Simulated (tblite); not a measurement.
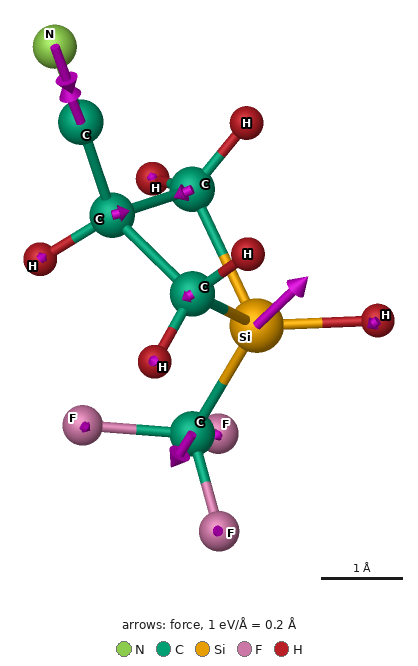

Starting geometry of C5H6F3NSi with the computed forces as purple arrows. A ball-and-stick model, seen from a free direction.

All numbers below come from tblite, GFN2-xTB geometry optimisation, gas phase. 

> Is this structure relaxed? If not, where do the atoms go?

It isn't relaxed: the largest force vector, on the Si atom, is 4.83 eV/Å. The final displacements have little in common with the starting forces (cosine between the two patterns 0.10). The energy falls by 15.4 kcal/mol in 84 geometry steps. The atom that moves furthest after the best rigid fit is the N atom (1.56 Å). Largest moves by element: N 1.56 Å, H 1.00 Å, C 0.84 Å, F 0.76 Å, Si 0.22 Å. Near-neighbour distances that change, for instance: C–Si 1.800 → 1.949 Å, H–Si 1.502 → 1.458 Å, C–C 1.592 → 1.554 Å, C–N 1.176 → 1.144 Å. Among the angles between lasting bonds that change: C–Si–H 119.0° → 106.1°, C–Si–H 112.9° → 122.2°, C–C–C 94.8° → 100.2°. Groups turn about C–C by about 45°, C–C by about 45°, C–Si by about 30°. Cost: 0.7 s on 1 thread of Arm Neoverse V1, on a shared host.
